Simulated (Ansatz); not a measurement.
| atom | x (Å) | y (Å) | z (Å) |
| --- | --- | --- | --- |
| C | -0.5114 | 1.0845 | -0.4422 |
| C | -1.4072 | 0.5262 | -1.0608 |
| Be | -0.5620 | -0.7570 | 0.0832 |
| H | -2.2246 | 0.2289 | -1.6909 |
| H | 0.2129 | 1.7478 | -0.0076 |
| H | 0.4681 | -0.6124 | 0.9483 |
| H | -1.3739 | -1.7601 | -0.3234 |

Geometry: PBE0-D3(BJ)/pcseg-1.

Computed with isolated molecule in a Gaussian basis; Kohn-Sham density functional theory, functional PBE0 (Ansatz 0.2.0).

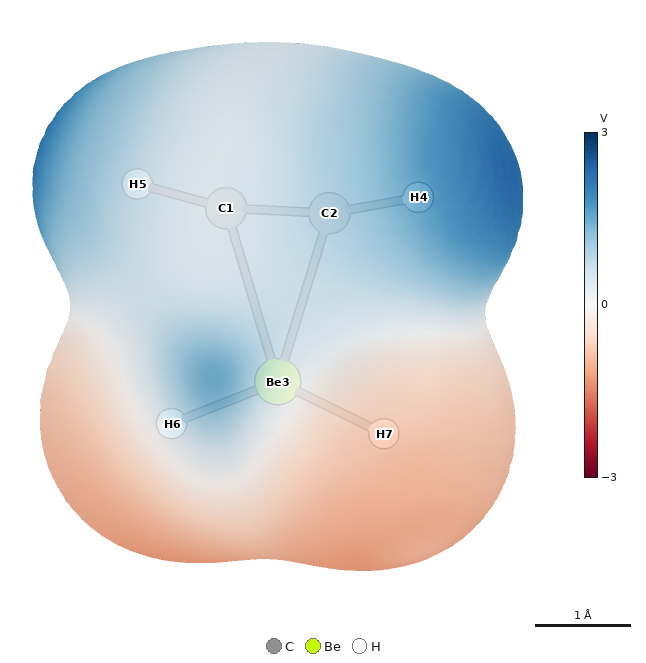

C2H4Be. The molecular electrostatic potential painted on the density surface at 0.002 e/bohr³, seen at a tilt; the colour scale runs from red (negative) to blue (positive).

Question: Describe the electrostatic potential map.

Answer: The most negative region (about −1.3 V, or −30 kcal/mol for a unit charge) lies over H6 and H7, the most positive (about +2.4 V, or +55 kcal/mol for a unit charge) over H4 and H5.
